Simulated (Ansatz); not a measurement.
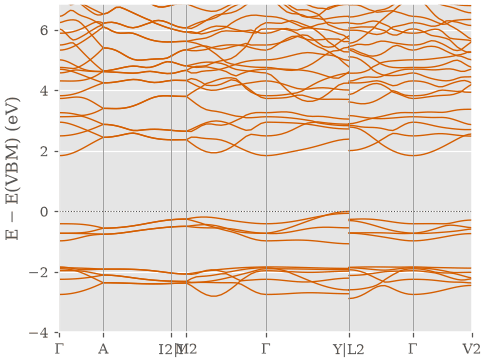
Band structure from DFT-r²SCAN in the program Ansatz with PAW potentials

**Question.** Read off the gap and where the band edges lie.

**Answer.** About 1.8 eV (1.84 eV by a search for the band edges); maximum at Y, minimum at Γ.

The material is K3BAs2 in space group C2/c (No. 15; K on 8f, K on 4e, B on 4e, As on 8f).

The workflow started from a Materials Project entry (that database holds measured and hypothetical structures alike); the Crystallography Open Database copy checked does not list it. Its standing as an ambient phase is unchecked. The r²SCAN relaxation kept the symmetry of its start; its stability against distortions is not shown here. Scalar-relativistic: spin–orbit coupling is off unless named, which matters more the heavier the elements.

Potentials: the later of the program's two PAW sets.
